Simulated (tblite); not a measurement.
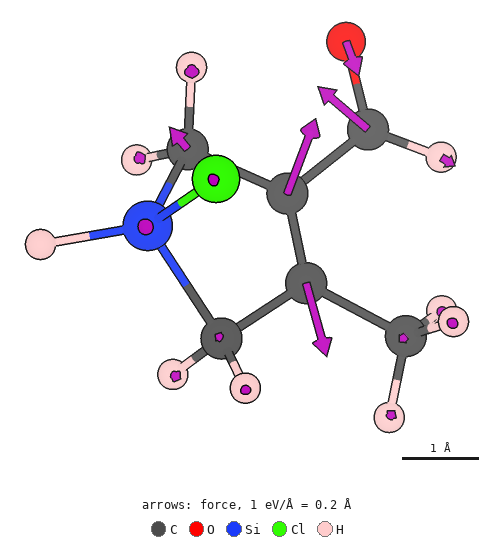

Starting geometry of C6H9ClOSi with the computed forces as purple arrows. Style: ball-and-stick. Shown at a tilt.

Theory: GFN2-xTB geometry optimisation, gas phase (tblite). 

Is this structure relaxed? If not, where do the atoms go?

Answer. It isn't relaxed: the largest force vector, on a C atom, is 6.09 eV/Å. The final displacements have little in common with the starting forces (cosine between the two patterns 0.09). The largest move after the best rigid fit is that of the Cl atom, 1.09 Å. Largest moves by element: Cl 1.09 Å, H 0.73 Å, C 0.32 Å, O 0.21 Å, Si 0.19 Å. Among the contacts that change: C–C 1.268 → 1.346 Å, C–C 1.520 → 1.456 Å, Cl–Si 2.074 → 2.017 Å, C–H 1.057 → 1.107 Å. Among the angles between lasting bonds that change: H–C–H 114.7° → 105.8°, C–C–Si 98.7° → 105.8°, Si–C–H 105.8° → 112.8°. Groups turn about C–Si by about 30°, C–Si by about 30°, C–C by about 25°. The energy falls by 78.4 kJ/mol in 84 geometry steps. The run took 0.79 s on 1 thread of Arm Neoverse V1, on a shared host.
